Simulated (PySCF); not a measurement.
Al(Me)(OMe)(OEt), SMILES CC[O][Al]([CH3])[O]C at its GFN2-xTB optimised geometry (Å):

```
18

Al    -0.9625     0.4862     0.0000
C     -1.8291     2.2817     0.0000
H     -1.4478     2.8942    -0.8146
H     -1.6075     2.8149     0.9228
H     -2.9092     2.2063    -0.0982
O     -1.9182    -0.8640     0.0065
C     -2.7444    -1.9871     0.0159
H     -3.4800    -1.9043     0.8208
H     -3.2739    -2.0706    -0.9371
H     -2.1538    -2.8942     0.1708
O      0.6899     0.4862     0.0000
C      2.0663     0.2700     0.0018
C      2.4022    -1.2167     0.0058
H      2.4987     0.7449    -0.8887
H      2.4970     0.7494     0.8907
H      1.9760    -1.6905    -0.8756
H      3.4800    -1.3597     0.0062
H      1.9760    -1.6858     0.8897
```

Calculation: PBE0/def2-SVP (PySCF). Cells within 0.4 Å of a nucleus heavier than hydrogen are left out (blank, or x).

Map of the HOMO amplitude (bohr^(-3/2)), clipped to [-0.25, 0.25] on the plane z = 0.0 Å; orbital energy -7.51 eV, overall sign arbitrary:

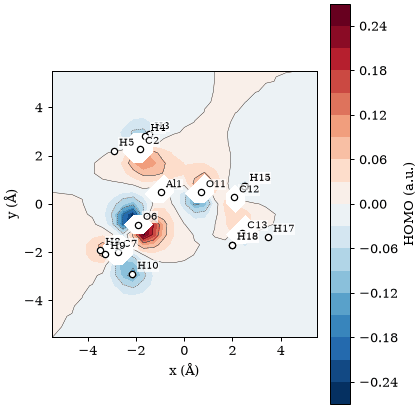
Figure: HOMO amplitude (bohr^(-3/2)), clipped to [-0.25, 0.25] on the plane z = 0.0 Å.
